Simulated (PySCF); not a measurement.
H6BeOSi2, SMILES [SiH3][Be][O][SiH3], singlet, CAM-B3LYP/def2-SVP optimised geometry. Atoms within 1.6 Å of the plane z = 1.5 Å (x, y, z in Å): Si7 (-0.50, -0.36, 0.00), H8 (-0.99, 1.05, 0.00), H9 (0.99, -0.36, 0.00), H10 (-0.99, -1.05, 1.22).

Method: CAM-B3LYP/def2-TZVP in PySCF.

Map of the electrostatic potential (hartree/e), clipped to [-0.08, 0.12] on the plane z = 1.5 Å:

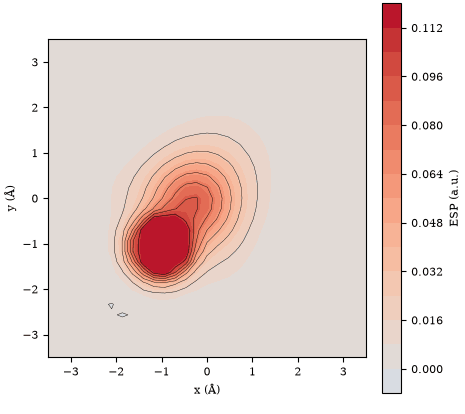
Fig. 1. Electrostatic potential (hartree/e), clipped to [-0.08, 0.12] on the plane z = 1.5 Å.
